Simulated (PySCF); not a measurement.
# K: dipole response in dyall-acv3z

How polarisable is K at the levels listed below?

Method: unrestricted determinants in a Gaussian basis, no spin-orbit coupling in the energies. Code: PySCF 2.14.0.

### 1 Starting point

- Element: potassium (Z = 19)
- Basis: dyall-acv3z (25s18p7d3f, 135 functions)
- Hamiltonian: no relativity, point nucleus
- State 1: K: [Ar] 4s1, 2S determinant
- Methods: UHF, PBE, PBE0, r2SCANh

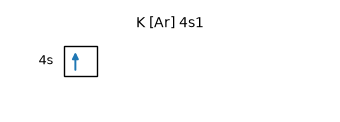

The shells outside the core, filled by Hund's rule for the drawing.

One driver process ran all states and methods and kept the integrals in memory. Each run is shown as a PySCF script that sums up its settings (the driver passes frozen orbitals as a list and adds second-order terms of double hybrids); the logs are those of the runs themselves. The driver starts from symmetry-adapted Hartree-Fock orbitals, holds the occupation by maximum overlap and uses a logarithmic radial grid for functionals, so a plain start would take other cycles.

The integrals over 135 functions and the set-up took 0.83 s of CPU time.

### 2 K, method by method

Level: UHF.

The input, input.py:

```python
from pyscf import gto, scf, dft, mp, cc
import basis_set_exchange as bse
mol = gto.M(atom="K 0 0 0", charge=0, spin=1, symmetry="D2h",
            basis=gto.basis.parse(bse.get_basis("dyall-acv3z", elements=["K"], fmt="nwchem")))
mf = scf.UHF(mol)
mf.irrep_nelec = {'Ag': (4, 3), 'B1u': (2, 2), 'B2u': (2, 2), 'B3u': (2, 2)}
mf.kernel()
```

What it wrote:

```text
damping factor = 0
level_shift factor = 0
DIIS = <class 'pyscf.scf.diis.CDIIS'>
diis_start_cycle = 1
diis_space = 10
diis_damp = 0
SCF conv_tol = 1e-09
SCF conv_tol_grad = None
number electrons alpha = 10  beta = 9
cycle= 1 E= -599.164804059835  delta_E= -7.33e-10  |g|= 8.1e-06  |ddm|= 0.000328
converged SCF energy = -599.164804059835  <S^2> = 0.75019804  2S+1 = 2.000198
```

CPU time 35 s on a shared host, the integrals not counted.

Orbital energies by shell (radii are means over both spins):

| shell | electrons | mean orbital energy (eV) | spread (eV) | rms radius (bohr) |
| --- | --- | --- | --- | --- |
| 1s α | 1 | -3633.6 | 0 | 0.0944 |
| 1s β | 1 | -3633.6 | 0 | 0.0944 |
| 2s α | 1 | -394.32 | 0 | 0.420 |
| 2s β | 1 | -394.26 | 0 | 0.420 |
| 2p α | 3 | -313.46 | 0 | 0.388 |
| 2p β | 3 | -313.45 | 0 | 0.388 |
| 3s α | 1 | -47.652 | 0 | 1.37 |
| 3s β | 1 | -47.517 | 0 | 1.37 |
| 3p α | 3 | -25.991 | 0 | 1.56 |
| 3p β | 3 | -25.946 | 0 | 1.56 |
| 4s α | 1 | -4.018 | 0 | 5.61 |

⟨S²⟩ = 0.750, ⟨L²⟩ = 0.00.

The driver then solved the coupled dipole response at imaginary frequencies: mean α = 415.8 bohr³, C₆ = 6600 au for a like pair.

Level: PBE.

Changes to input.py:

```diff
@@ -4,3 +4,3 @@
             basis=gto.basis.parse(bse.get_basis("dyall-acv3z", elements=["K"], fmt="nwchem")))
-mf = scf.UHF(mol)
+mf = dft.UKS(mol, xc="PBE")
 mf.irrep_nelec = {'Ag': (4, 3), 'B1u': (2, 2), 'B2u': (2, 2), 'B3u': (2, 2)}
```

What it wrote:

```text
damping factor = 0
level_shift factor = 0
DIIS = <class 'pyscf.scf.diis.CDIIS'>
diis_start_cycle = 1
diis_space = 10
diis_damp = 0
SCF conv_tol = 1e-09
SCF conv_tol_grad = None
number electrons alpha = 10  beta = 9
XC functionals = PBE
    J. P. Perdew, K. Burke, and M. Ernzerhof.,  Phys. Rev. Lett. 77, 3865 (1996)
    J. P. Perdew, K. Burke, and M. Ernzerhof.,  Phys. Rev. Lett. 78, 1396 (1997)
    J. P. Perdew, K. Burke, and M. Ernzerhof.,  Phys. Rev. Lett. 77, 3865 (1996)
    J. P. Perdew, K. Burke, and M. Ernzerhof.,  Phys. Rev. Lett. 78, 1396 (1997)
cycle= 1 E= -599.710162799265  delta_E= -0.0114  |g|= 0.0201  |ddm|= 0.494
cycle= 2 E= -599.710237768362  delta_E= -7.5e-05  |g|= 0.0152  |ddm|= 0.085
cycle= 3 E= -599.710307512402  delta_E= -6.97e-05  |g|= 0.00222  |ddm|= 0.0137
cycle= 4 E= -599.710307886892  delta_E= -3.74e-07  |g|= 0.000159  |ddm|= 0.00652
cycle= 5 E= -599.710307913776  delta_E= -2.69e-08  |g|= 1.96e-05  |ddm|= 0.00327
cycle= 6 E= -599.710307914482  delta_E= -7.06e-10  |g|= 5.06e-07  |ddm|= 0.00069
converged SCF energy = -599.710307914482  <S^2> = 0.7500798  2S+1 = 2.0000798
```

It used 12 s of CPU time after the integrals (shared host).

The driver then solved the coupled dipole response at imaginary frequencies: mean α = 329.2 bohr³, C₆ = 4664 au for a like pair.

Level: PBE0.

Changes to input.py:

```diff
@@ -4,3 +4,3 @@
             basis=gto.basis.parse(bse.get_basis("dyall-acv3z", elements=["K"], fmt="nwchem")))
-mf = dft.UKS(mol, xc="PBE")
+mf = dft.UKS(mol, xc="PBE0")
 mf.irrep_nelec = {'Ag': (4, 3), 'B1u': (2, 2), 'B2u': (2, 2), 'B3u': (2, 2)}
```

What it wrote:

```text
damping factor = 0
level_shift factor = 0
DIIS = <class 'pyscf.scf.diis.CDIIS'>
diis_start_cycle = 1
diis_space = 10
diis_damp = 0
SCF conv_tol = 1e-09
SCF conv_tol_grad = None
number electrons alpha = 10  beta = 9
XC functionals = PBE0
    C. Adamo and V. Barone.,  J. Chem. Phys. 110, 6158 (1999)
    M. Ernzerhof and G. E. Scuseria.,  J. Chem. Phys. 110, 5029 (1999)
cycle= 1 E= -599.754455909061  delta_E= -0.00619  |g|= 0.0161  |ddm|= 0.376
cycle= 2 E= -599.754536277792  delta_E= -8.04e-05  |g|= 0.00925  |ddm|= 0.0476
cycle= 3 E= -599.754558996204  delta_E= -2.27e-05  |g|= 0.00133  |ddm|= 0.0126
cycle= 4 E= -599.754559756551  delta_E= -7.6e-07  |g|= 0.000216  |ddm|= 0.00806
cycle= 5 E= -599.754559865162  delta_E= -1.09e-07  |g|= 4e-05  |ddm|= 0.00418
cycle= 6 E= -599.754559869129  delta_E= -3.97e-09  |g|= 9.8e-07  |ddm|= 0.00108
cycle= 7 E= -599.754559869132  delta_E= -2.61e-12  |g|= 1.61e-07  |ddm|= 2.23e-05
converged SCF energy = -599.754559869132  <S^2> = 0.75008362  2S+1 = 2.0000836
```

CPU time 41 s on a shared host, the integrals not counted.

The driver then solved the coupled dipole response at imaginary frequencies: mean α = 353.5 bohr³, C₆ = 5184 au for a like pair.

Level: r2SCANh.

Changes to input.py:

```diff
@@ -4,3 +4,3 @@
             basis=gto.basis.parse(bse.get_basis("dyall-acv3z", elements=["K"], fmt="nwchem")))
-mf = dft.UKS(mol, xc="PBE0")
+mf = dft.UKS(mol, xc="HYB_MGGA_XC_R2SCANH")
 mf.irrep_nelec = {'Ag': (4, 3), 'B1u': (2, 2), 'B2u': (2, 2), 'B3u': (2, 2)}
```

What it wrote:

```text
damping factor = 0
level_shift factor = 0
DIIS = <class 'pyscf.scf.diis.CDIIS'>
diis_start_cycle = 1
diis_space = 10
diis_damp = 0
SCF conv_tol = 1e-09
SCF conv_tol_grad = None
number electrons alpha = 10  beta = 9
XC functionals = HYB_MGGA_XC_R2SCANH
    M. Bursch, H. Neugebauer, S. Ehlert, and S. Grimme.,  J. Chem. Phys. 156, 134105 (2022)
cycle= 1 E= -599.886335269335  delta_E= -0.00516  |g|= 0.0136  |ddm|= 0.244
cycle= 2 E= -599.88638599131  delta_E= -5.07e-05  |g|= 0.00799  |ddm|= 0.0341
cycle= 3 E= -599.886401249471  delta_E= -1.53e-05  |g|= 0.000881  |ddm|= 0.01
cycle= 4 E= -599.886401699089  delta_E= -4.5e-07  |g|= 0.000188  |ddm|= 0.00505
cycle= 5 E= -599.8864017405  delta_E= -4.14e-08  |g|= 3.55e-05  |ddm|= 0.00158
cycle= 6 E= -599.886401742272  delta_E= -1.77e-09  |g|= 1.25e-06  |ddm|= 0.000455
cycle= 7 E= -599.886401742275  delta_E= -2.39e-12  |g|= 1.48e-07  |ddm|= 3.11e-05
converged SCF energy = -599.886401742275  <S^2> = 0.75016153  2S+1 = 2.0001615
```

It used 62 s of CPU time after the integrals (shared host).

The driver then solved the coupled dipole response at imaginary frequencies: mean α = 314.4 bohr³, C₆ = 4459 au for a like pair.

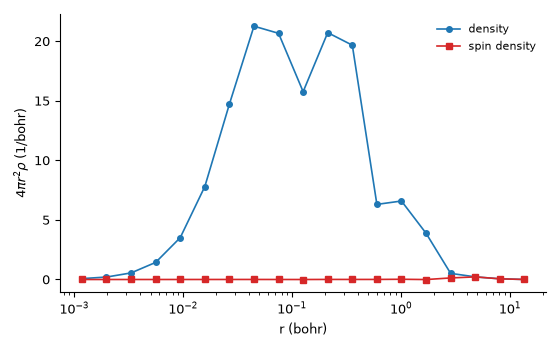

Radial density 4πr²ρ of K at UHF, at 19 stored radii joined by straight lines.

### 3 The response side by side

K, in atomic units:

| method | mean α | C₆ (like pair) | S(−4) |
| --- | --- | --- | --- |
| UHF | 415.8 | 6600 | 167300 |
| PBE | 329.2 | 4664 | 105700 |
| PBE0 | 353.5 | 5184 | 121500 |
| r2SCANh | 314.4 | 4459 | 92010 |

Reference α: 289.7 ± 0.3 bohr³ (recommended; Schwerdtfeger and Nagle, table of static dipole polarizabilities (2023 update)). Published C₆: 3923 (Chu and Dalgarno (2004); Tang, Norbeck and Certain (1976)).

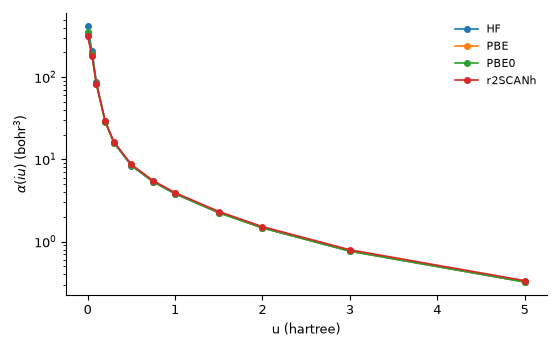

α(iu) of K, the polarisability at imaginary frequency, on a logarithmic scale.

### 4 Results

| quantity | value |
| --- | --- |
| α of K | 314.4 (r2SCANh) to 415.8 (UHF) bohr³; reference 289.7 |

**Reading.** For K r2SCANh is nearest the reference (+9 %). All values hold for this basis alone; no basis-set limit was taken.
